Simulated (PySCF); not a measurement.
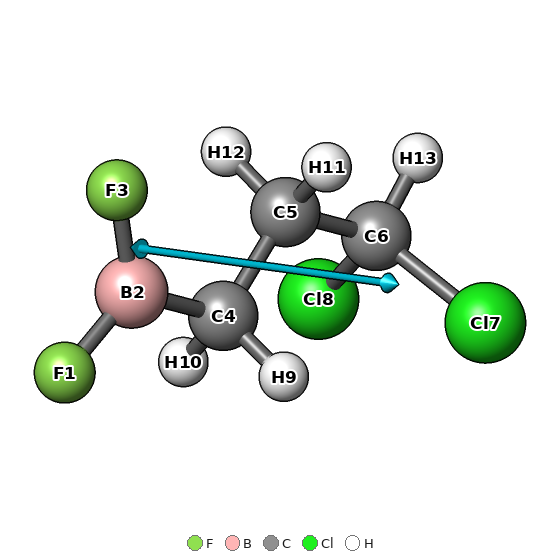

The double arrow shows the direction of the transition dipole to excited singlet state 2 (its length means nothing). The computed structure is the end point of a PBE0-D3(BJ)/def2-SVP optimisation. No frequency run is at hand to confirm it as a minimum. Level of theory: TDDFT ωB97X-D/def2-SVPD, vertical, gas phase, core orbitals frozen in the response (PySCF 2.14.0).

Give its energy, strength and character.

7.21 eV (172 nm), oscillator strength 0.019, mainly HOMO → LUMO (weight 0.79); transition dipole 0.84 D.
